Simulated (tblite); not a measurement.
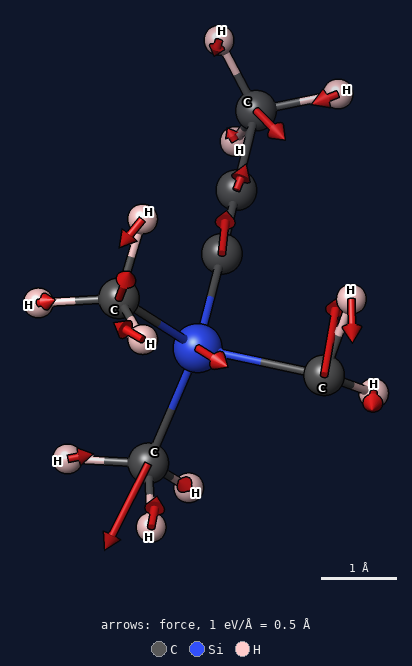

Starting geometry of C6H11Si (multiplicity 2) with the computed forces as red arrows. Style: ball-and-stick. Shown from a free direction.

All numbers below come from GFN2-xTB geometry optimisation, gas phase (tblite 0.8.0). 

### What follows when this structure is relaxed?

It isn't relaxed: the largest force vector, on a C atom, is 2.90 eV/Å. The final displacements follow the starting forces only in part (cosine between the two patterns 0.31). The energy falls by 87.1 kJ/mol in 99 geometry steps. The largest move after the best rigid fit is that of an H atom, 0.71 Å. By element the largest moves are H 0.71 Å, C 0.19 Å, Si 0.17 Å. Near-neighbour distances that change, for instance: C–Si 1.839 → 1.907 Å, C–H 1.127 → 1.076 Å, C–Si 1.858 → 1.906 Å, C–Si 1.899 → 1.853 Å. Among the angles between lasting bonds that change: Si–C–H 103.5° → 122.6°, Si–C–H 104.3° → 122.7°, H–C–H 102.9° → 114.7°. Groups turn about C–Si by about 25°. The run took 0.58 s on 1 thread of Arm Neoverse V2, with other jobs on the host.
